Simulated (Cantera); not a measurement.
Feed: 1 mol Si2Cl6, 0.052 mol Cl2, a varied amount of H2, held at 800 K and 10.0 Torr.

Method: chemical equilibrium by Gibbs-energy minimisation in Cantera with the NASA 1993 tables (ideal gas, pure condensed phases). Candidate condensed phases: Si; 19 gas species. The feed counts by its element totals alone. The tables' values for SiCl3 are old estimates; treat these amounts as uncertain. The numbers say what is thermodynamically allowed, not how fast it happens.

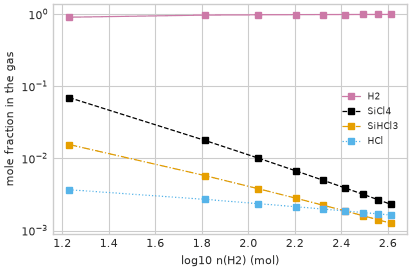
Equilibrium gas composition (values under 1e-9 drawn at 1e-9)

### Question
Read off the mole fractions at 17 mol H2.

### Answer
H2 about 0.91, SiCl4 about 0.070, SiHCl3 about 0.016, HCl about 0.0037.
